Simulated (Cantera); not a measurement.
Charge: 1 mol SiC, 0.049 mol CO2, 1.5 mol H2, equilibrated at 0.230 bar.

Equilibrium computed with Cantera from the NASA thermochemical tables; the gas is ideal and each condensed phase is pure. Candidate condensed phases: C, C6H6, C7H8, C8H18, H2O, Si, SiC, SiO2; 123 gas species. Mutual solubility and eutectic melting of coexisting phases are not modelled. The tables hold silica as quartz up to 1696 K and as liquid above; real silica turns to tridymite and cristobalite and melts near 1996 K. Rates play no part.

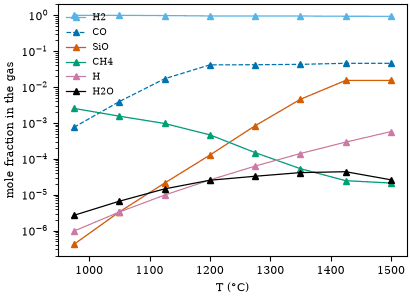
Fig. 1. Equilibrium gas composition (values under 1e-9 drawn at 1e-9)

Problem. Read off the mole fractions at 1350 °C.

Solution. H2 about 0.95, CO about 0.043, SiO about 0.0046, H about 0.00014, CH4 about 5.3e-5, H2O about 4.1e-5.
